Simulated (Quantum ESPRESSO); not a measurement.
# Be3Sb (Pm-3m): zone-centre phonons

Which modes does Be3Sb (Pm-3m) have at the zone centre?

Main program and level: Quantum ESPRESSO 7.5; DFT LDA, scalar-relativistic, plane waves, PseudoDojo norm-conserving pseudopotentials.

The structure was built from a prototype and need not be the compound's stable phase.

### 1. Set-up

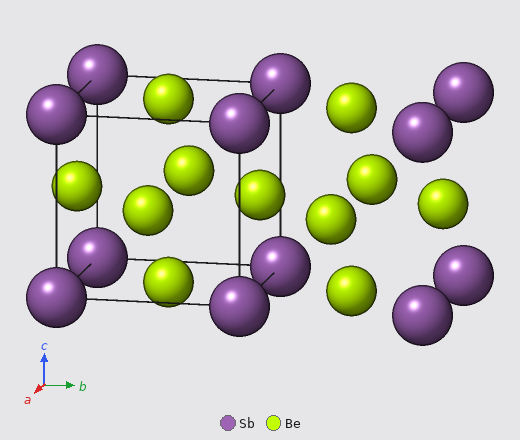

The starting structure, seen slightly off an axis (antimony purple, beryllium green). 1×2×1 cells are drawn. Some periodic images of atoms are drawn too.

### 2. A first look

A cheap run with smearing and empty bands tells whether the crystal has a gap, which decides between fixed occupations and smearing later on.

probe.in reads:

```
&CONTROL
  calculation = 'scf'
  prefix      = 'x'
  outdir      = './tmp'
  pseudo_dir  = './pseudo'
  tprnfor     = .true.
  tstress     = .true.
  verbosity   = 'high'
/
&SYSTEM
  ibrav       = 0
  nat         = 4
  ntyp        = 2
  ecutwfc     = 76.0
  occupations = 'smearing'
  smearing    = 'gaussian'
  degauss     = 0.01
/
&ELECTRONS
  conv_thr         = 1.0d-07
  mixing_beta      = 0.7
  electron_maxstep = 100
/
ATOMIC_SPECIES
 Sb    121.7600  Sb.upf
 Be      9.0122  Be.upf
CELL_PARAMETERS angstrom
     3.682065630    0.000000000    0.000000000
     0.000000000    3.682065630    0.000000000
     0.000000000    0.000000000    3.682065630
ATOMIC_POSITIONS crystal
 Sb     0.000000000   0.000000000   0.000000000
 Be     0.000000000   0.500000000   0.500000000
 Be     0.500000000   0.000000000   0.500000000
 Be     0.500000000   0.500000000   0.000000000
K_POINTS automatic
 6 6 6 0 0 0
```

The run is started by

```console
OMP_NUM_THREADS=1 mpirun -n 4 pw.x -nk 4 -in probe.in > probe.out
```

Output:

```text
[banners, grids, parts of the stress and lines that vanish by symmetry left out]
Program PWSCF v.7.5
     Message from routine setup:
     using ibrav=0 with symmetry is DISCOURAGED, use correct ibrav instead
[...]
kinetic-energy cutoff     =      76.0000  Ry
     charge density cutoff     =     304.0000  Ry
     scf convergence threshold =      1.0E-07
[...]
Exchange-correlation= SLA  PW   NOGX NOGC
                           (   1   4   0   0   0   0   0)
[...]
48 Sym. Ops., with inversion, found
[...]
(     0          1          0      )
                  (     0          0          1      )
[...]
(  0.0000000  1.0000000  0.0000000 )
                  (  0.0000000  0.0000000  1.0000000 )
[...]
(     0         -1          0      )
                  (     0          0          1      )
[...]
(     1          0          0      )
[...]
( -1.0000000  0.0000000  0.0000000 )
                  (  0.0000000  1.0000000  0.0000000 )
[...]
number of k points=    20  Gaussian smearing, width (Ry)=  0.0100
[...]
End of self-consistent calculation
[...]
the Fermi energy is    11.3956 ev
!    total energy              =    -264.26234321 Ry
[...]
convergence has been achieved in   7 iterations
[...]
atom    1 type  1   force =     0.00000000    0.00000000    0.00000000
     atom    2 type  2   force =     0.00000000    0.00000000    0.00000000
     atom    3 type  2   force =     0.00000000    0.00000000    0.00000000
     atom    4 type  2   force =     0.00000000    0.00000000    0.00000000
[...]
Total force =     0.000000     Total SCF correction =     0.000000
[...]
total   stress  (Ry/bohr**3)                   (kbar)     P=       -6.60
[...]
XML data file, charge density, pseudopotentials, collected wavefunctions

   JOB DONE.
```

Wall time 4.9 s (4 MPI ranks of Arm Neoverse V1, shared host).

Numbers from this step:

```
volume per atom   : 12.48 Å³
pressure          : -0.6600 GPa
gap on the k-mesh : 0 eV
```

No gap opens on this mesh, so smearing is kept; the start stands at -0.66 GPa.

### 3. Relaxation

Frequencies change by per cents with a per cent of volume, so the structure is first brought to rest at this level of theory.

relax.in reads:

```
&CONTROL
  calculation   = 'vc-relax'
  prefix        = 'x'
  outdir        = './tmp'
  pseudo_dir    = './pseudo'
  tprnfor       = .true.
  tstress       = .true.
  forc_conv_thr = 2.0d-05
  etot_conv_thr = 1.0d-07
  nstep         = 40
/
&SYSTEM
  ibrav       = 0
  nat         = 4
  ntyp        = 2
  ecutwfc     = 76.0
  occupations = 'smearing'
  smearing    = 'mv'
  degauss     = 0.02
/
&ELECTRONS
  conv_thr         = 1.0d-11
  mixing_beta      = 0.7
  electron_maxstep = 100
/
&IONS
/
&CELL
  press_conv_thr = 0.2
/
ATOMIC_SPECIES
 Sb    121.7600  Sb.upf
 Be      9.0122  Be.upf
CELL_PARAMETERS angstrom
     3.682065630    0.000000000    0.000000000
     0.000000000    3.682065630    0.000000000
     0.000000000    0.000000000    3.682065630
ATOMIC_POSITIONS crystal
 Sb     0.000000000   0.000000000   0.000000000
 Be     0.000000000   0.500000000   0.500000000
 Be     0.500000000   0.000000000   0.500000000
 Be     0.500000000   0.500000000   0.000000000
K_POINTS automatic
 8 8 8 0 0 0
```

The run is started by

```console
OMP_NUM_THREADS=1 mpirun -n 4 pw.x -nk 4 -in relax.in > relax.out
```

Output:

```text
[banners, grids, parts of the stress and lines that vanish by symmetry left out]
[banner, memory and clock lines left out]
Program PWSCF v.7.5

[...]
kinetic-energy cutoff     =      76.0000  Ry
     charge density cutoff     =     304.0000  Ry
     scf convergence threshold =      1.0E-11
[...]
energy convergence thresh.=      1.0E-07
     force convergence thresh. =      2.0E-05
     press convergence thresh. =      2.0E-01
     Exchange-correlation= SLA  PW   NOGX NOGC
                           (   1   4   0   0   0   0   0)
[...]
48 Sym. Ops., with inversion, found
[...]
number of k points=    35  Marzari-Vanderbilt smearing, width (Ry)=  0.0200
[...]
End of self-consistent calculation
[...]
the Fermi energy is    11.4197 ev
!    total energy              =    -264.26224082 Ry
[...]
convergence has been achieved in  10 iterations
[...]
atom    1 type  1   force =     0.00000000    0.00000000    0.00000000
     atom    2 type  2   force =     0.00000000    0.00000000    0.00000000
     atom    3 type  2   force =     0.00000000    0.00000000    0.00000000
     atom    4 type  2   force =     0.00000000    0.00000000    0.00000000
     Total force =     0.000000     Total SCF correction =     0.000000
[...]
total   stress  (Ry/bohr**3)                   (kbar)     P=       -3.51
[...]
number of bfgs steps    =   0
[...]
CELL_PARAMETERS (angstrom)
[...]
ATOMIC_POSITIONS (crystal)
Sb               0.0000000000        0.0000000000        0.0000000000
Be               0.0000000000        0.5000000000        0.5000000000
Be               0.5000000000        0.0000000000        0.5000000000
Be               0.5000000000        0.5000000000        0.0000000000
[...]
New effective cutoffs (rho, wfc):  303.70   76.09
[...]
End of self-consistent calculation
[...]
the Fermi energy is    11.4444 ev
!    total energy              =    -264.26225101 Ry
[...]
convergence has been achieved in   5 iterations
[...]
atom    1 type  1   force =     0.00000000    0.00000000    0.00000000
     atom    2 type  2   force =     0.00000000    0.00000000    0.00000000
     atom    3 type  2   force =     0.00000000    0.00000000    0.00000000
     atom    4 type  2   force =     0.00000000    0.00000000    0.00000000
     Total force =     0.000000     Total SCF correction =     0.000000
[...]
total   stress  (Ry/bohr**3)                   (kbar)     P=       -1.47
[...]
number of bfgs steps    =   1
[...]
CELL_PARAMETERS (angstrom)
[...]
ATOMIC_POSITIONS (crystal)
[...]
New effective cutoffs (rho, wfc):  303.96   76.16
[...]
End of self-consistent calculation
[...]
the Fermi energy is    11.4623 ev
!    total energy              =    -264.26225320 Ry
[...]
convergence has been achieved in   7 iterations
[...]
atom    1 type  1   force =     0.00000000    0.00000000    0.00000000
     atom    2 type  2   force =     0.00000000    0.00000000    0.00000000
     atom    3 type  2   force =     0.00000000    0.00000000    0.00000000
     atom    4 type  2   force =     0.00000000    0.00000000    0.00000000
     Total force =     0.000000     Total SCF correction =     0.000000
[...]
total   stress  (Ry/bohr**3)                   (kbar)     P=       -0.00
[...]
number of bfgs steps    =   2
[...]
small trust_radius: resetting bfgs history
[...]
CELL_PARAMETERS (angstrom)
[...]
ATOMIC_POSITIONS (crystal)
[...]
New effective cutoffs (rho, wfc):  303.96   76.16
[...]
End of self-consistent calculation
[...]
the Fermi energy is    11.4623 ev
!    total energy              =    -264.26225320 Ry
[...]
convergence has been achieved in   1 iterations
[...]
atom    1 type  1   force =     0.00000000    0.00000000    0.00000000
     atom    2 type  2   force =     0.00000000    0.00000000    0.00000000
     atom    3 type  2   force =     0.00000000    0.00000000    0.00000000
     atom    4 type  2   force =     0.00000000    0.00000000    0.00000000
     Total force =     0.000000     Total SCF correction =     0.000000
[...]
total   stress  (Ry/bohr**3)                   (kbar)     P=       -0.00
[...]
bfgs converged in   4 scf cycles and   3 bfgs steps
[...]
End of BFGS Geometry Optimization
     Final enthalpy           =    -264.2622531979 Ry
     File ./tmp/x.bfgs deleted, as requested
[...]
CELL_PARAMETERS (angstrom)
[...]
ATOMIC_POSITIONS (crystal)
[...]
Be               0.5000000000        0.0000000000        0.5000000000
Be               0.5000000000        0.5000000000        0.0000000000
[...]
Final scf calculation at the relaxed structure.
[...]
kinetic-energy cutoff     =      76.0000  Ry
     charge density cutoff     =     304.0000  Ry
     scf convergence threshold =      1.0E-13
[...]
press convergence thresh. =      2.0E-01
     Exchange-correlation= SLA  PW   NOGX NOGC
                           (   1   4   0   0   0   0   0)
[...]
48 Sym. Ops., with inversion, found
[...]
number of k points=    35  Marzari-Vanderbilt smearing, width (Ry)=  0.0200
[...]
c_bands:  1 eigenvalues not converged
     c_bands:  1 eigenvalues not converged
     c_bands:  1 eigenvalues not converged
[...]
End of self-consistent calculation
[...]
the Fermi energy is    11.4624 ev
!    total energy              =    -264.26217085 Ry
[...]
convergence has been achieved in  12 iterations
[...]
atom    1 type  1   force =     0.00000000    0.00000000    0.00000000
     atom    2 type  2   force =     0.00000000    0.00000000    0.00000000
     atom    3 type  2   force =     0.00000000    0.00000000    0.00000000
     atom    4 type  2   force =     0.00000000    0.00000000    0.00000000
     Total force =     0.000000     Total SCF correction =     0.000000
[...]
total   stress  (Ry/bohr**3)                   (kbar)     P=       -0.46
[...]
XML data file, charge density, pseudopotentials, collected wavefunctions
```

Wall time 35 s (4 MPI ranks); 2.3 min of CPU time.

Relaxation path:

```tsv
step	energy less that of the first step (eV)	largest force (eV/Å)	pressure (GPa)	volume (Å³)
1	0.0000	0.0000	-0.35	49.92
2	-0.0001	0.0000	-0.15	49.83
3	-0.0002	0.0000	0.00	49.77
4	-0.0002	0.0000	0.00	49.77
5	0.0010	0.0000	-0.05	49.77
```

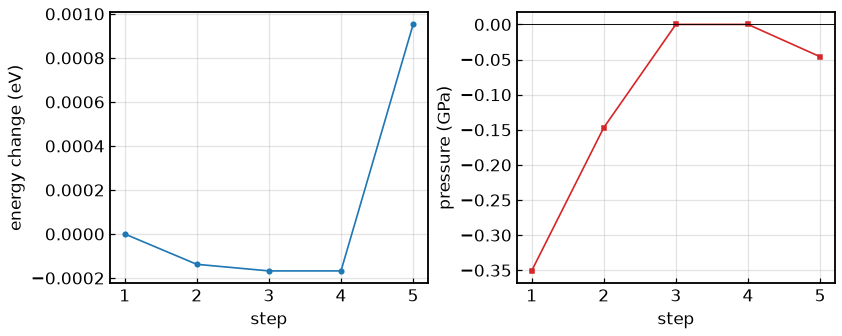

Energy and pressure along the relaxation.

```tsv
conventional cell, symmetrised	before	after	change
a (Å)	3.682	3.678	-0.1 %
b (Å)	3.682	3.678	-0.1 %
c (Å)	3.682	3.678	-0.1 %
volume (Å³/atom)	12.48	12.44	-0.3 %
```

The relaxed structure:

```xyz
4
Lattice="3.6783 0.0000 0.0000 0.0000 3.6783 0.0000 0.0000 0.0000 3.6783" Properties=species:S:1:pos:R:3 pbc="T T T"
Sb    0.0000    0.0000    0.0000
Be    0.0000    1.8391    1.8391
Be    1.8391    0.0000    1.8391
Be    1.8391    1.8391    0.0000
```

The last row of the table of steps is pw.x's closing run on a basis chosen anew for the final cell, so its energy can jump.

Numbers from this step:

| Item | Value |
| --- | --- |
| volume per atom | 12.44 Å³ |
| pressure | -0.04600 GPa |

The volume changes by -0.3 % from the cell with which this run began.

### 4. Ground state

Perturbation theory inherits every error of the wavefunctions, so the threshold is set near the limit of the arithmetic. Smearing stays on, as the first look found no gap above 0.3 eV.

scf.in reads:

```
&CONTROL
  calculation = 'scf'
  prefix      = 'x'
  outdir      = './tmp'
  pseudo_dir  = './pseudo'
  tprnfor     = .true.
  tstress     = .true.
/
&SYSTEM
  ibrav       = 0
  nat         = 4
  ntyp        = 2
  ecutwfc     = 76.0
  occupations = 'smearing'
  smearing    = 'mv'
  degauss     = 0.02
/
&ELECTRONS
  conv_thr         = 1.0d-12
  mixing_beta      = 0.7
  electron_maxstep = 100
/
ATOMIC_SPECIES
 Sb    121.7600  Sb.upf
 Be      9.0122  Be.upf
CELL_PARAMETERS angstrom
     3.678283474    0.000000000    0.000000000
     0.000000000    3.678283474    0.000000000
     0.000000000    0.000000000    3.678283474
ATOMIC_POSITIONS crystal
 Sb     0.000000000   0.000000000   0.000000000
 Be     0.000000000   0.500000000   0.500000000
 Be     0.500000000   0.000000000   0.500000000
 Be     0.500000000   0.500000000   0.000000000
K_POINTS automatic
 8 8 8 0 0 0
```

The run is started by

```console
OMP_NUM_THREADS=1 mpirun -n 4 pw.x -nk 4 -in scf.in > scf.out
```

Output:

```text
[banners, grids, parts of the stress and lines that vanish by symmetry left out]
[banner, memory and clock lines left out]
Program PWSCF v.7.5

[...]
kinetic-energy cutoff     =      76.0000  Ry
     charge density cutoff     =     304.0000  Ry
     scf convergence threshold =      1.0E-12
[...]
Exchange-correlation= SLA  PW   NOGX NOGC
                           (   1   4   0   0   0   0   0)
[...]
48 Sym. Ops., with inversion, found
[...]
number of k points=    35  Marzari-Vanderbilt smearing, width (Ry)=  0.0200
[...]
End of self-consistent calculation
[...]
the Fermi energy is    11.4624 ev
!    total energy              =    -264.26217085 Ry
[...]
convergence has been achieved in  10 iterations
[...]
atom    1 type  1   force =     0.00000000    0.00000000    0.00000000
     atom    2 type  2   force =     0.00000000    0.00000000    0.00000000
     atom    3 type  2   force =     0.00000000    0.00000000    0.00000000
     atom    4 type  2   force =     0.00000000    0.00000000    0.00000000
     Total force =     0.000000     Total SCF correction =     0.000000
[...]
total   stress  (Ry/bohr**3)                   (kbar)     P=       -0.46
[...]
XML data file, charge density, pseudopotentials, collected wavefunctions
```

It took 10 s on 4 MPI ranks; 41 s of CPU time.

The cell stands at -0.046 GPa, close enough for phonons.

(Part 1 of 2 ends here.)

[Host names and launcher messages were left out of these logs when they were recorded.]

[Logs are printed without paths, hosts, clocks, repeated set-up lines and the standing remarks that a program may print on its own settings, such as how far it seeks lower states.]

[Hosts, paths, dates, database ids (printed as entryN), source tags and the programs' standing remarks are cut or masked in the printed files.]
